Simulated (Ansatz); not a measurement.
## Profile along the Zr–Zr line in Zr (hcp, Mg type)

Zr (hcp, Mg type), conventional cell a = 3.231 Å, b = 3.231 Å, c = 5.173 Å, α = 90.00°, β = 90.00°, γ = 120.00°. The calculation uses the primitive cell of 2 atoms, to which meshes and values per cell refer.

Fields along a shortest Zr–Zr line of a (0001) plane (3.23 Å), from Zr to Zr, interpolated on the slice's grid (step about 0.3 Å). Calculation: PBE (plane waves to 420 eV, PAW, scalar-relativistic; Ansatz, a quantum-chemistry and plane-wave program). k mesh 17×17×9. Inside the PAW spheres the values are not all-electron values, and peaks at nuclei hang on which shells count as valence. Zr is run without spin polarisation. Zr was relaxed with its symmetry unable to fall.

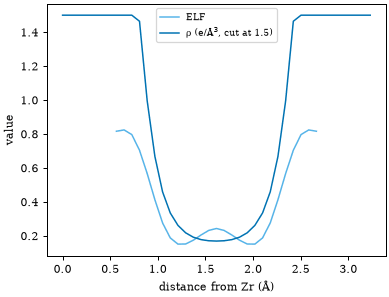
Figure. ELF (away from the nuclei) and valence density from Zr to Zr.

Density on the Zr–Zr line (3.23 Å) at its midpoint: 0.17 e/Å³. ELF at that point: 0.24.
